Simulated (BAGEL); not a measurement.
# UHF/3-21G (density fitting with qzvpp-jkfit) run of CH6BSi (SMILES C[B][SiH3])

Aim: the vertical doublet–quartet gap of CH6BSi at UHF/3-21G (density fitting with qzvpp-jkfit), from 2 runs. 

The results are computed with BAGEL 1.2.2.

## 1. The molecule

The species is CH6BSi (9 atoms), meant as a doublet with charge 0. SMILES: `C[B][SiH3]`. The coordinates come from a PBE0-D4/def2-TZVP relaxation.

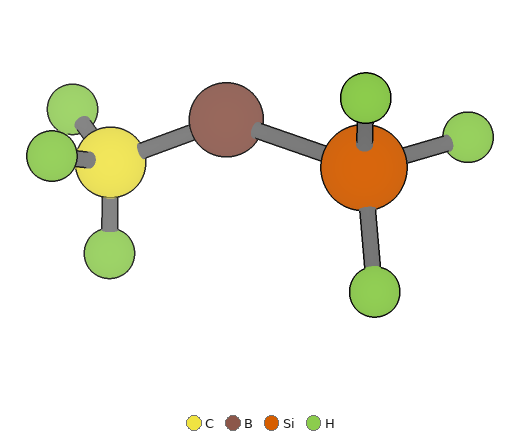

Viewed from a chosen angle; carbon yellow, boron brown, silicon orange, hydrogen green.

## 2. The energy at UHF/3-21G (density fitting with qzvpp-jkfit)

File hf.json:

```json
{ "bagel": [

{
  "title": "molecule",
  "basis": "3-21g",
  "df_basis": "qzvpp-jkfit",
  "angstrom": true,
  "geometry": [
    { "atom": "C", "xyz": [   -0.713700,    1.080700,   -1.086300 ] },
    { "atom": "B", "xyz": [    0.356600,    0.485400,   -0.168100 ] },
    { "atom": "Si", "xyz": [    0.763500,   -1.054100,    1.006500 ] },
    { "atom": "H", "xyz": [   -1.311200,    0.342200,   -1.632900 ] },
    { "atom": "H", "xyz": [   -0.363800,    1.854200,   -1.774600 ] },
    { "atom": "H", "xyz": [   -1.410300,    1.576900,   -0.388300 ] },
    { "atom": "H", "xyz": [    2.079200,   -1.612300,    0.585100 ] },
    { "atom": "H", "xyz": [   -0.212500,   -2.188100,    1.046100 ] },
    { "atom": "H", "xyz": [    0.900700,   -0.531100,    2.395500 ] }
  ]
},
{ "title": "uhf", "nopen": 1 },
{ "title": "print", "file": "orbitals.molden", "orbitals": true }

]}
```

Run with:

```console
$ BAGEL_NUM_THREADS=1 BAGEL hf.json > hf.out
```

The program printed:

```text
* using 1 threads per process

  ===============================================================
  ===============================================================

  *** Geometry ***

  { "atom" : "C", "xyz" : [     -1.348698,      2.042227,     -2.052809 ] },
  { "atom" : "B", "xyz" : [      0.673876,      0.917273,     -0.317663 ] },
  { "atom" : "Si", "xyz" : [      1.442806,     -1.991960,      1.902009 ] },
  { "atom" : "H", "xyz" : [     -2.477809,      0.646664,     -3.085734 ] },
  { "atom" : "H", "xyz" : [     -0.687482,      3.503930,     -3.353508 ] },
  { "atom" : "H", "xyz" : [     -2.665081,      2.979909,     -0.733781 ] },
  { "atom" : "H", "xyz" : [      3.929119,     -3.046805,      1.105679 ] },
  { "atom" : "H", "xyz" : [     -0.401567,     -4.134910,      1.976842 ] },
  { "atom" : "H", "xyz" : [      1.702076,     -1.003634,      4.526839 ] },

  Number of auxiliary basis functions:      386

  Since a DF basis is specified, we compute 2- and 3-index integrals:
    o Being stored without compression. Storage requirement is 0.006 GB

  Number of basis functions:       43
  Number of electrons      :       31

    * METHOD: MOLECULE                             0.08

  *** Open-shell HF ***

  === Nuclear Repulsion ===
    83.1511942010

      * DIIS with orbital gradients will be used.

  === UHF iteration (3-21g) ===
      0       -352.92467744          0.03399229           0.03
      1       -352.98357437          0.01084618           0.03
      2       -352.99144131          0.00469507           0.03
      3       -352.99282100          0.00150998           0.03
      4       -352.99334278          0.00037798           0.03
      5       -352.99341230          0.00007706           0.03
      6       -352.99341895          0.00003345           0.03
      7       -352.99342050          0.00002290           0.03
      8       -352.99342111          0.00001815           0.03
      9       -352.99342161          0.00001236           0.03
     10       -352.99342191          0.00000595           0.03
     11       -352.99342200          0.00000237           0.03
     12       -352.99342202          0.00000096           0.03
     13       -352.99342203          0.00000031           0.03
     14       -352.99342203          0.00000016           0.03
     15       -352.99342203          0.00000008           0.03
     16       -352.99342203          0.00000005           0.03
     17       -352.99342203          0.00000003           0.03
     18       -352.99342203          0.00000002           0.03
     19       -352.99342203          0.00000002           0.03
     20       -352.99342203          0.00000001           0.03
    * SCF iteration converged.

    * S^2 (UHF) is 0.7559

    * Permanent dipole moment:
           (    0.376621,    -0.209088,     0.275310) a.u.

    * METHOD: UHF                                  0.61

    * METHOD: PRINT                                0.01

  ===============================================================
```

It took 0.89 s on 1 thread of AMD EPYC 9B14 (Zen 4), shared host.

## 3. The quartet, same level

File hf.json:

```json
{ "bagel" : [

{
  "title" : "molecule",
  "basis" : "3-21g",
  "df_basis" : "qzvpp-jkfit",
  "angstrom" : true,
  "geometry" : [
    { "atom" : "C", "xyz" : [   -0.713700,    1.080700,   -1.086300 ] },
    { "atom" : "B", "xyz" : [    0.356600,    0.485400,   -0.168100 ] },
    { "atom" : "Si", "xyz" : [    0.763500,   -1.054100,    1.006500 ] },
    { "atom" : "H", "xyz" : [   -1.311200,    0.342200,   -1.632900 ] },
    { "atom" : "H", "xyz" : [   -0.363800,    1.854200,   -1.774600 ] },
    { "atom" : "H", "xyz" : [   -1.410300,    1.576900,   -0.388300 ] },
    { "atom" : "H", "xyz" : [    2.079200,   -1.612300,    0.585100 ] },
    { "atom" : "H", "xyz" : [   -0.212500,   -2.188100,    1.046100 ] },
    { "atom" : "H", "xyz" : [    0.900700,   -0.531100,    2.395500 ] }
  ]
},
{
  "title" : "uhf",
  "nopen" : 3
},
{
  "title" : "print",
  "file" : "orbitals.molden",
  "orbitals" : true
}

]}
```

Run with:

```console
$ BAGEL_NUM_THREADS=1 BAGEL hf.json > hf.out
```

The program printed:

```text
* using 1 threads per process

  ===============================================================
  ===============================================================

  *** Geometry ***

  { "atom" : "C", "xyz" : [     -1.348698,      2.042227,     -2.052809 ] },
  { "atom" : "B", "xyz" : [      0.673876,      0.917273,     -0.317663 ] },
  { "atom" : "Si", "xyz" : [      1.442806,     -1.991960,      1.902009 ] },
  { "atom" : "H", "xyz" : [     -2.477809,      0.646664,     -3.085734 ] },
  { "atom" : "H", "xyz" : [     -0.687482,      3.503930,     -3.353508 ] },
  { "atom" : "H", "xyz" : [     -2.665081,      2.979909,     -0.733781 ] },
  { "atom" : "H", "xyz" : [      3.929119,     -3.046805,      1.105679 ] },
  { "atom" : "H", "xyz" : [     -0.401567,     -4.134910,      1.976842 ] },
  { "atom" : "H", "xyz" : [      1.702076,     -1.003634,      4.526839 ] },

  Number of auxiliary basis functions:      386

  Since a DF basis is specified, we compute 2- and 3-index integrals:
    o Being stored without compression. Storage requirement is 0.006 GB

  Number of basis functions:       43
  Number of electrons      :       31

    * METHOD: MOLECULE                             0.08

  *** Open-shell HF ***

  === Nuclear Repulsion ===
    83.1511942010

      * DIIS with orbital gradients will be used.

  === UHF iteration (3-21g) ===
      0       -352.74301303          0.02982642           0.03
      1       -352.80883748          0.00966221           0.03
      2       -352.82093967          0.00576109           0.03
      3       -352.82419497          0.00314944           0.03
      4       -352.82685337          0.00157828           0.03
      5       -352.82777437          0.00089035           0.03
      6       -352.82816976          0.00030269           0.03
      7       -352.82820757          0.00008080           0.02
      8       -352.82821079          0.00004088           0.02
      9       -352.82821211          0.00001602           0.02
     10       -352.82821229          0.00000727           0.02
     11       -352.82821234          0.00000221           0.02
     12       -352.82821234          0.00000080           0.02
     13       -352.82821235          0.00000028           0.02
     14       -352.82821235          0.00000019           0.02
     15       -352.82821235          0.00000014           0.02
     16       -352.82821235          0.00000009           0.02
     17       -352.82821235          0.00000003           0.02
     18       -352.82821235          0.00000001           0.02
     19       -352.82821235          0.00000001           0.02
    * SCF iteration converged.

    * S^2 (UHF) is 3.7614

    * Permanent dipole moment:
           (    0.097321,     0.679949,    -0.434374) a.u.

    * METHOD: UHF                                  0.57

    * METHOD: PRINT                                0.01

  ===============================================================
```

It took 0.84 s on 1 thread of AMD EPYC 9B14 (Zen 4), shared host.

## 4. Outcome

Level: UHF/3-21G (density fitting with qzvpp-jkfit).

```
                                        quantity          value
                           doublet: total energy  -352.99342 Eh
                          doublet: dipole moment         1.30 D
                                   doublet: ⟨S²⟩          0.756
                           quartet: total energy  -352.82821 Eh
                          quartet: dipole moment         2.07 D
                                   quartet: ⟨S²⟩          3.761
vertical energy of the quartet above the doublet       4.496 eV
```

What this shows: At this shape the quartet lies 4.50 eV (434 kJ/mol) above the doublet.
